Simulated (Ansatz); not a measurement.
# Molecular dynamics of AlSiNH3SF (part 2 of 3)

AlSiNH3SF; UKS PBE0-D4/def2-SVP (Ansatz 0.2.0). It belongs to a series of runs on one base structure; here: dynamics from the highest image of the converged band.

Geometry of the input (Å):
```
N  0.4260  1.4851  0.4814
Si 0.4295  -0.1728  0.0560
F  2.0108  -0.5444  -0.0680
Al -1.0876  -1.8641  0.9447
S  -0.6808  -0.9126  -1.5603
H  1.0915  2.1060  0.0319
H  -0.4491  1.9553  0.6789
H  -1.6480  -2.1096  -0.6205
```

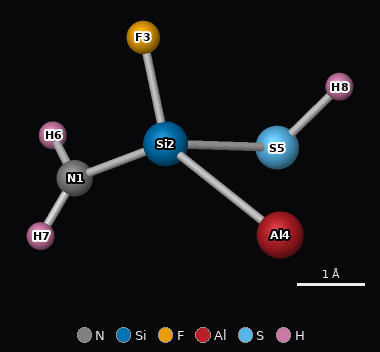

Figure 1. The geometry at step 144 of the log (ball-and-stick view, seen at a tilt; atoms are numbered from 1 in the order of the input).

## What the program printed, continued
```
md step    92: t =    46.00 fs  T =   505.2 K  F+E_penalty+E_count = -29541.95262511 eV  E_kin = 0.391847 eV  conserved = -29541.56077839 eV  (36 SCF iters, 3 dispersion substeps)
md step    93: t =    46.50 fs  T =   513.9 K  F+E_penalty+E_count = -29541.95949598 eV  E_kin = 0.398555 eV  conserved = -29541.56094119 eV  (36 SCF iters, 3 dispersion substeps)
md step    94: t =    47.00 fs  T =   510.3 K  F+E_penalty+E_count = -29541.95673776 eV  E_kin = 0.395779 eV  conserved = -29541.56095910 eV  (37 SCF iters, 3 dispersion substeps)
md step    95: t =    47.50 fs  T =   494.7 K  F+E_penalty+E_count = -29541.94445612 eV  E_kin = 0.383669 eV  conserved = -29541.56078721 eV  (37 SCF iters, 3 dispersion substeps)
md step    96: t =    48.00 fs  T =   470.9 K  F+E_penalty+E_count = -29541.92567907 eV  E_kin = 0.365243 eV  conserved = -29541.56043641 eV  (37 SCF iters, 3 dispersion substeps)
md step    97: t =    48.50 fs  T =   446.2 K  F+E_penalty+E_count = -29541.90608406 eV  E_kin = 0.346084 eV  conserved = -29541.56000041 eV  (37 SCF iters, 3 dispersion substeps)
md step    98: t =    49.00 fs  T =   429.2 K  F+E_penalty+E_count = -29541.89250099 eV  E_kin = 0.332859 eV  conserved = -29541.55964162 eV  (35 SCF iters, 3 dispersion substeps)
md step    99: t =    49.50 fs  T =   426.7 K  F+E_penalty+E_count = -29541.89044596 eV  E_kin = 0.330924 eV  conserved = -29541.55952177 eV  (32 SCF iters, 3 dispersion substeps)
md step   100: t =    50.00 fs  T =   441.0 K  F+E_penalty+E_count = -29541.90173534 eV  E_kin = 0.342029 eV  conserved = -29541.55970659 eV  (32 SCF iters, 3 dispersion substeps)
md step   101: t =    50.50 fs  T =   468.6 K  F+E_penalty+E_count = -29541.92354867 eV  E_kin = 0.363430 eV  conserved = -29541.56011863 eV  (37 SCF iters, 3 dispersion substeps)
md step   102: t =    51.00 fs  T =   501.6 K  F+E_penalty+E_count = -29541.94959347 eV  E_kin = 0.389010 eV  conserved = -29541.56058327 eV  (37 SCF iters, 3 dispersion substeps)
md step   103: t =    51.50 fs  T =   530.9 K  F+E_penalty+E_count = -29541.97270407 eV  E_kin = 0.411773 eV  conserved = -29541.56093112 eV  (49 SCF iters, 3 dispersion substeps)
md step   104: t =    52.00 fs  T =   549.7 K  F+E_penalty+E_count = -29541.98740316 eV  E_kin = 0.426328 eV  conserved = -29541.56107471 eV  (36 SCF iters, 3 dispersion substeps)
md step   105: t =    52.50 fs  T =   554.8 K  F+E_penalty+E_count = -29541.99127478 eV  E_kin = 0.430252 eV  conserved = -29541.56102263 eV  (37 SCF iters, 3 dispersion substeps)
md step   106: t =    53.00 fs  T =   546.8 K  F+E_penalty+E_count = -29541.98491969 eV  E_kin = 0.424079 eV  conserved = -29541.56084074 eV  (37 SCF iters, 3 dispersion substeps)
md step   107: t =    53.50 fs  T =   529.2 K  F+E_penalty+E_count = -29541.97100800 eV  E_kin = 0.410402 eV  conserved = -29541.56060637 eV  (37 SCF iters, 3 dispersion substeps)
md step   108: t =    54.00 fs  T =   506.4 K  F+E_penalty+E_count = -29541.95311212 eV  E_kin = 0.392734 eV  conserved = -29541.56037828 eV  (36 SCF iters, 3 dispersion substeps)
md step   109: t =    54.50 fs  T =   483.0 K  F+E_penalty+E_count = -29541.93479032 eV  E_kin = 0.374604 eV  conserved = -29541.56018668 eV  (37 SCF iters, 3 dispersion substeps)
md step   110: t =    55.00 fs  T =   463.0 K  F+E_penalty+E_count = -29541.91908563 eV  E_kin = 0.359046 eV  conserved = -29541.56003962 eV  (37 SCF iters, 3 dispersion substeps)
md step   111: t =    55.50 fs  T =   449.3 K  F+E_penalty+E_count = -29541.90836719 eV  E_kin = 0.348433 eV  conserved = -29541.55993370 eV  (32 SCF iters, 3 dispersion substeps)
md step   112: t =    56.00 fs  T =   444.2 K  F+E_penalty+E_count = -29541.90433851 eV  E_kin = 0.344469 eV  conserved = -29541.55986918 eV  (32 SCF iters, 3 dispersion substeps)
md step   113: t =    56.50 fs  T =   448.9 K  F+E_penalty+E_count = -29541.90801325 eV  E_kin = 0.348157 eV  conserved = -29541.55985615 eV  (32 SCF iters, 3 dispersion substeps)
md step   114: t =    57.00 fs  T =   463.7 K  F+E_penalty+E_count = -29541.91955084 eV  E_kin = 0.359637 eV  conserved = -29541.55991389 eV  (32 SCF iters, 3 dispersion substeps)
md step   115: t =    57.50 fs  T =   487.3 K  F+E_penalty+E_count = -29541.93796973 eV  E_kin = 0.377910 eV  conserved = -29541.56006019 eV  (36 SCF iters, 3 dispersion substeps)
md step   116: t =    58.00 fs  T =   516.5 K  F+E_penalty+E_count = -29541.96089902 eV  E_kin = 0.400603 eV  conserved = -29541.56029574 eV  (37 SCF iters, 3 dispersion substeps)
md step   117: t =    58.50 fs  T =   546.7 K  F+E_penalty+E_count = -29541.98460394 eV  E_kin = 0.424013 eV  conserved = -29541.56059097 eV  (37 SCF iters, 3 dispersion substeps)
md step   118: t =    59.00 fs  T =   572.0 K  F+E_penalty+E_count = -29542.00448476 eV  E_kin = 0.443604 eV  conserved = -29541.56088058 eV  (36 SCF iters, 3 dispersion substeps)
md step   119: t =    59.50 fs  T =   586.7 K  F+E_penalty+E_count = -29542.01611237 eV  E_kin = 0.455040 eV  conserved = -29541.56107273 eV  (36 SCF iters, 3 dispersion substeps)
md step   120: t =    60.00 fs  T =   587.4 K  F+E_penalty+E_count = -29542.01664597 eV  E_kin = 0.455572 eV  conserved = -29541.56107428 eV  (36 SCF iters, 3 dispersion substeps)
md step   121: t =    60.50 fs  T =   574.3 K  F+E_penalty+E_count = -29542.00622654 eV  E_kin = 0.445395 eV  conserved = -29541.56083153 eV  (37 SCF iters, 3 dispersion substeps)
md step   122: t =    61.00 fs  T =   552.3 K  F+E_penalty+E_count = -29541.98871404 eV  E_kin = 0.428335 eV  conserved = -29541.56037867 eV  (37 SCF iters, 3 dispersion substeps)
md step   123: t =    61.50 fs  T =   530.2 K  F+E_penalty+E_count = -29541.97107889 eV  E_kin = 0.411218 eV  conserved = -29541.55986110 eV  (36 SCF iters, 3 dispersion substeps)
md step   124: t =    62.00 fs  T =   517.9 K  F+E_penalty+E_count = -29541.96116125 eV  E_kin = 0.401667 eV  conserved = -29541.55949454 eV  (36 SCF iters, 3 dispersion substeps)
md step   125: t =    62.50 fs  T =   522.2 K  F+E_penalty+E_count = -29541.96446041 eV  E_kin = 0.405006 eV  conserved = -29541.55945463 eV  (35 SCF iters, 3 dispersion substeps)
md step   126: t =    63.00 fs  T =   543.9 K  F+E_penalty+E_count = -29541.98156751 eV  E_kin = 0.421801 eV  conserved = -29541.55976676 eV  (36 SCF iters, 3 dispersion substeps)
md step   127: t =    63.50 fs  T =   577.0 K  F+E_penalty+E_count = -29542.00780657 eV  E_kin = 0.447519 eV  conserved = -29541.56028806 eV  (36 SCF iters, 3 dispersion substeps)
md step   128: t =    64.00 fs  T =   611.9 K  F+E_penalty+E_count = -29542.03533366 eV  E_kin = 0.474535 eV  conserved = -29541.56079842 eV  (37 SCF iters, 3 dispersion substeps)
md step   129: t =    64.50 fs  T =   638.6 K  F+E_penalty+E_count = -29542.05640114 eV  E_kin = 0.495279 eV  conserved = -29541.56112175 eV  (37 SCF iters, 3 dispersion substeps)
md step   130: t =    65.00 fs  T =   650.9 K  F+E_penalty+E_count = -29542.06602967 eV  E_kin = 0.504838 eV  conserved = -29541.56119183 eV  (37 SCF iters, 3 dispersion substeps)
md step   131: t =    65.50 fs  T =   647.3 K  F+E_penalty+E_count = -29542.06308241 eV  E_kin = 0.502038 eV  conserved = -29541.56104432 eV  (49 SCF iters, 3 dispersion substeps)
md step   132: t =    66.00 fs  T =   630.6 K  F+E_penalty+E_count = -29542.04980356 eV  E_kin = 0.489035 eV  conserved = -29541.56076853 eV  (37 SCF iters, 3 dispersion substeps)
md step   133: t =    66.50 fs  T =   606.1 K  F+E_penalty+E_count = -29542.03049613 eV  E_kin = 0.470036 eV  conserved = -29541.56045991 eV  (37 SCF iters, 3 dispersion substeps)
md step   134: t =    67.00 fs  T =   580.1 K  F+E_penalty+E_count = -29542.01005545 eV  E_kin = 0.449865 eV  conserved = -29541.56019014 eV  (37 SCF iters, 3 dispersion substeps)
md step   135: t =    67.50 fs  T =   558.1 K  F+E_penalty+E_count = -29541.99283256 eV  E_kin = 0.432836 eV  conserved = -29541.55999633 eV  (37 SCF iters, 3 dispersion substeps)
md step   136: t =    68.00 fs  T =   544.3 K  F+E_penalty+E_count = -29541.98201299 eV  E_kin = 0.422127 eV  conserved = -29541.55988587 eV  (37 SCF iters, 3 dispersion substeps)
md step   137: t =    68.50 fs  T =   541.0 K  F+E_penalty+E_count = -29541.97946139 eV  E_kin = 0.419613 eV  conserved = -29541.55984797 eV  (33 SCF iters, 3 dispersion substeps)
md step   138: t =    69.00 fs  T =   549.3 K  F+E_penalty+E_count = -29541.98585079 eV  E_kin = 0.425981 eV  conserved = -29541.55986940 eV  (32 SCF iters, 3 dispersion substeps)
md step   139: t =    69.50 fs  T =   568.5 K  F+E_penalty+E_count = -29542.00085430 eV  E_kin = 0.440911 eV  conserved = -29541.55994342 eV  (32 SCF iters, 3 dispersion substeps)
md step   140: t =    70.00 fs  T =   597.2 K  F+E_penalty+E_count = -29542.02325056 eV  E_kin = 0.463179 eV  conserved = -29541.56007182 eV  (36 SCF iters, 3 dispersion substeps)
md step   141: t =    70.50 fs  T =   632.6 K  F+E_penalty+E_count = -29542.05091208 eV  E_kin = 0.490654 eV  conserved = -29541.56025812 eV  (37 SCF iters, 3 dispersion substeps)
md step   142: t =    71.00 fs  T =   670.8 K  F+E_penalty+E_count = -29542.08077521 eV  E_kin = 0.520278 eV  conserved = -29541.56049703 eV  (37 SCF iters, 3 dispersion substeps)
md step   143: t =    71.50 fs  T =   706.9 K  F+E_penalty+E_count = -29542.10896457 eV  E_kin = 0.548205 eV  conserved = -29541.56075997 eV  (37 SCF iters, 3 dispersion substeps)
md step   144: t =    72.00 fs  T =   735.3 K  F+E_penalty+E_count = -29542.13126260 eV  E_kin = 0.570273 eV  conserved = -29541.56098931 eV  (36 SCF iters, 3 dispersion substeps)
md step   145: t =    72.50 fs  T =   751.6 K  F+E_penalty+E_count = -29542.14401469 eV  E_kin = 0.582911 eV  conserved = -29541.56110397 eV  (37 SCF iters, 3 dispersion substeps)
md step   146: t =    73.00 fs  T =   753.4 K  F+E_penalty+E_count = -29542.14536213 eV  E_kin = 0.584336 eV  conserved = -29541.56102645 eV  (37 SCF iters, 3 dispersion substeps)
md step   147: t =    73.50 fs  T =   742.2 K  F+E_penalty+E_count = -29542.13637872 eV  E_kin = 0.575649 eV  conserved = -29541.56073017 eV  (37 SCF iters, 3 dispersion substeps)
md step   148: t =    74.00 fs  T =   723.5 K  F+E_penalty+E_count = -29542.12141613 eV  E_kin = 0.561132 eV  conserved = -29541.56028415 eV  (36 SCF iters, 3 dispersion substeps)
md step   149: t =    74.50 fs  T =   705.5 K  F+E_penalty+E_count = -29542.10703157 eV  E_kin = 0.547176 eV  conserved = -29541.55985511 eV  (36 SCF iters, 3 dispersion substeps)
md step   150: t =    75.00 fs  T =   696.1 K  F+E_penalty+E_count = -29542.09951780 eV  E_kin = 0.539881 eV  conserved = -29541.55963651 eV  (35 SCF iters, 3 dispersion substeps)
md step   151: t =    75.50 fs  T =   699.3 K  F+E_penalty+E_count = -29542.10208463 eV  E_kin = 0.542349 eV  conserved = -29541.55973556 eV  (35 SCF iters, 3 dispersion substeps)
md step   152: t =    76.00 fs  T =   713.3 K  F+E_penalty+E_count = -29542.11330045 eV  E_kin = 0.553196 eV  conserved = -29541.56010479 eV  (36 SCF iters, 3 dispersion substeps)
md step   153: t =    76.50 fs  T =   731.3 K  F+E_penalty+E_count = -29542.12775993 eV  E_kin = 0.567183 eV  conserved = -29541.56057674 eV  (37 SCF iters, 3 dispersion substeps)
md step   154: t =    77.00 fs  T =   744.7 K  F+E_penalty+E_count = -29542.13850718 eV  E_kin = 0.577541 eV  conserved = -29541.56096658 eV  (37 SCF iters, 3 dispersion substeps)
md step   155: t =    77.50 fs  T =   746.1 K  F+E_penalty+E_count = -29542.13976638 eV  E_kin = 0.578608 eV  conserved = -29541.56115879 eV  (37 SCF iters, 3 dispersion substeps)
md step   156: t =    78.00 fs  T =   731.8 K  F+E_penalty+E_count = -29542.12870519 eV  E_kin = 0.567572 eV  conserved = -29541.56113289 eV  (37 SCF iters, 3 dispersion substeps)
md step   157: t =    78.50 fs  T =   702.6 K  F+E_penalty+E_count = -29542.10581615 eV  E_kin = 0.544880 eV  conserved = -29541.56093613 eV  (37 SCF iters, 3 dispersion substeps)
md step   158: t =    79.00 fs  T =   662.2 K  F+E_penalty+E_count = -29542.07425182 eV  E_kin = 0.513607 eV  conserved = -29541.56064471 eV  (37 SCF iters, 3 dispersion substeps)
md step   159: t =    79.50 fs  T =   616.8 K  F+E_penalty+E_count = -29542.03867814 eV  E_kin = 0.478344 eV  conserved = -29541.56033378 eV  (49 SCF iters, 3 dispersion substeps)
md step   160: t =    80.00 fs  T =   572.5 K  F+E_penalty+E_count = -29542.00410144 eV  E_kin = 0.444039 eV  conserved = -29541.56006241 eV  (37 SCF iters, 3 dispersion substeps)
md step   161: t =    80.50 fs  T =   535.2 K  F+E_penalty+E_count = -29541.97492124 eV  E_kin = 0.415053 eV  conserved = -29541.55986859 eV  (37 SCF iters, 3 dispersion substeps)
md step   162: t =    81.00 fs  T =   508.7 K  F+E_penalty+E_count = -29541.95430172 eV  E_kin = 0.394531 eV  conserved = -29541.55977058 eV  (33 SCF iters, 3 dispersion substeps)
md step   163: t =    81.50 fs  T =   495.2 K  F+E_penalty+E_count = -29541.94385576 eV  E_kin = 0.384085 eV  conserved = -29541.55977057 eV  (33 SCF iters, 3 dispersion substeps)
md step   164: t =    82.00 fs  T =   494.8 K  F+E_penalty+E_count = -29541.94358994 eV  E_kin = 0.383730 eV  conserved = -29541.55986012 eV  (33 SCF iters, 3 dispersion substeps)
md step   165: t =    82.50 fs  T =   505.5 K  F+E_penalty+E_count = -29541.95203685 eV  E_kin = 0.392012 eV  conserved = -29541.56002468 eV  (33 SCF iters, 3 dispersion substeps)
md step   166: t =    83.00 fs  T =   523.8 K  F+E_penalty+E_count = -29541.96650312 eV  E_kin = 0.406258 eV  conserved = -29541.56024559 eV  (37 SCF iters, 3 dispersion substeps)
md step   167: t =    83.50 fs  T =   545.3 K  F+E_penalty+E_count = -29541.98338702 eV  E_kin = 0.422886 eV  conserved = -29541.56050145 eV  (37 SCF iters, 3 dispersion substeps)
md step   168: t =    84.00 fs  T =   564.5 K  F+E_penalty+E_count = -29541.99855655 eV  E_kin = 0.437793 eV  conserved = -29541.56076333 eV  (37 SCF iters, 3 dispersion substeps)
md step   169: t =    84.50 fs  T =   576.2 K  F+E_penalty+E_count = -29542.00784499 eV  E_kin = 0.446857 eV  conserved = -29541.56098823 eV  (37 SCF iters, 3 dispersion substeps)
md step   170: t =    85.00 fs  T =   575.9 K  F+E_penalty+E_count = -29542.00775280 eV  E_kin = 0.446638 eV  conserved = -29541.56111506 eV  (37 SCF iters, 3 dispersion substeps)
md step   171: t =    85.50 fs  T =   561.3 K  F+E_penalty+E_count = -29541.99639348 eV  E_kin = 0.435318 eV  conserved = -29541.56107522 eV  (37 SCF iters, 3 dispersion substeps)
md step   172: t =    86.00 fs  T =   533.4 K  F+E_penalty+E_count = -29541.97450723 eV  E_kin = 0.413682 eV  conserved = -29541.56082499 eV  (37 SCF iters, 3 dispersion substeps)
md step   173: t =    86.50 fs  T =   497.2 K  F+E_penalty+E_count = -29541.94604199 eV  E_kin = 0.385647 eV  conserved = -29541.56039517 eV  (37 SCF iters, 3 dispersion substeps)
md step   174: t =    87.00 fs  T =   461.2 K  F+E_penalty+E_count = -29541.91760198 eV  E_kin = 0.357683 eV  conserved = -29541.55991883 eV  (37 SCF iters, 3 dispersion substeps)
md step   175: t =    87.50 fs  T =   434.3 K  F+E_penalty+E_count = -29541.89640921 eV  E_kin = 0.336817 eV  conserved = -29541.55959193 eV  (37 SCF iters, 3 dispersion substeps)
md step   176: t =    88.00 fs  T =   422.7 K  F+E_penalty+E_count = -29541.88739785 eV  E_kin = 0.327832 eV  conserved = -29541.55956539 eV  (36 SCF iters, 3 dispersion substeps)
md step   177: t =    88.50 fs  T =   427.0 K  F+E_penalty+E_count = -29541.89100034 eV  E_kin = 0.331155 eV  conserved = -29541.55984568 eV  (38 SCF iters, 3 dispersion substeps)
md step   178: t =    89.00 fs  T =   441.9 K  F+E_penalty+E_count = -29541.90303818 eV  E_kin = 0.342747 eV  conserved = -29541.56029084 eV  (37 SCF iters, 3 dispersion substeps)
md step   179: t =    89.50 fs  T =   459.1 K  F+E_penalty+E_count = -29541.91677190 eV  E_kin = 0.356064 eV  conserved = -29541.56070786 eV  (38 SCF iters, 3 dispersion substeps)
md step   180: t =    90.00 fs  T =   470.4 K  F+E_penalty+E_count = -29541.92575929 eV  E_kin = 0.364801 eV  conserved = -29541.56095843 eV  (38 SCF iters, 3 dispersion substeps)
md step   181: t =    90.50 fs  T =   470.6 K  F+E_penalty+E_count = -29541.92597113 eV  E_kin = 0.364967 eV  conserved = -29541.56100423 eV  (38 SCF iters, 3 dispersion substeps)
md step   182: t =    91.00 fs  T =   458.5 K  F+E_penalty+E_count = -29541.91647075 eV  E_kin = 0.355588 eV  conserved = -29541.56088299 eV  (38 SCF iters, 3 dispersion substeps)
md step   183: t =    91.50 fs  T =   436.2 K  F+E_penalty+E_count = -29541.89893729 eV  E_kin = 0.338276 eV  conserved = -29541.56066144 eV  (38 SCF iters, 3 dispersion substeps)
md step   184: t =    92.00 fs  T =   407.8 K  F+E_penalty+E_count = -29541.87669537 eV  E_kin = 0.316294 eV  conserved = -29541.56040128 eV  (39 SCF iters, 3 dispersion substeps)
md step   185: t =    92.50 fs  T =   378.6 K  F+E_penalty+E_count = -29541.85376809 eV  E_kin = 0.293621 eV  conserved = -29541.56014659 eV  (38 SCF iters, 3 dispersion substeps)
md step   186: t =    93.00 fs  T =   353.6 K  F+E_penalty+E_count = -29541.83415955 eV  E_kin = 0.274231 eV  conserved = -29541.55992831 eV  (53 SCF iters, 3 dispersion substeps)
md step   187: t =    93.50 fs  T =   337.3 K  F+E_penalty+E_count = -29541.82133548 eV  E_kin = 0.261565 eV  conserved = -29541.55977046 eV  (35 SCF iters, 3 dispersion substeps)
md step   188: t =    94.00 fs  T =   332.8 K  F+E_penalty+E_count = -29541.81780536 eV  E_kin = 0.258110 eV  conserved = -29541.55969566 eV  (35 SCF iters, 3 dispersion substeps)
md step   189: t =    94.50 fs  T =   341.7 K  F+E_penalty+E_count = -29541.82474573 eV  E_kin = 0.265023 eV  conserved = -29541.55972248 eV  (35 SCF iters, 3 dispersion substeps)
md step   190: t =    95.00 fs  T =   363.4 K  F+E_penalty+E_count = -29541.84170660 eV  E_kin = 0.281848 eV  conserved = -29541.55985862 eV  (35 SCF iters, 3 dispersion substeps)
md step   191: t =    95.50 fs  T =   395.1 K  F+E_penalty+E_count = -29541.86650773 eV  E_kin = 0.306414 eV  conserved = -29541.56009370 eV  (38 SCF iters, 3 dispersion substeps)
md step   192: t =    96.00 fs  T =   432.0 K  F+E_penalty+E_count = -29541.89542829 eV  E_kin = 0.335031 eV  conserved = -29541.56039690 eV  (38 SCF iters, 3 dispersion substeps)
md step   193: t =    96.50 fs  T =   468.1 K  F+E_penalty+E_count = -29541.92372306 eV  E_kin = 0.363004 eV  conserved = -29541.56071923 eV  (38 SCF iters, 3 dispersion substeps)
md step   194: t =    97.00 fs  T =   497.0 K  F+E_penalty+E_count = -29541.94642922 eV  E_kin = 0.385433 eV  conserved = -29541.56099623 eV  (39 SCF iters, 3 dispersion substeps)
md step   195: t =    97.50 fs  T =   513.5 K  F+E_penalty+E_count = -29541.95940192 eV  E_kin = 0.398249 eV  conserved = -29541.56115281 eV  (39 SCF iters, 3 dispersion substeps)
```
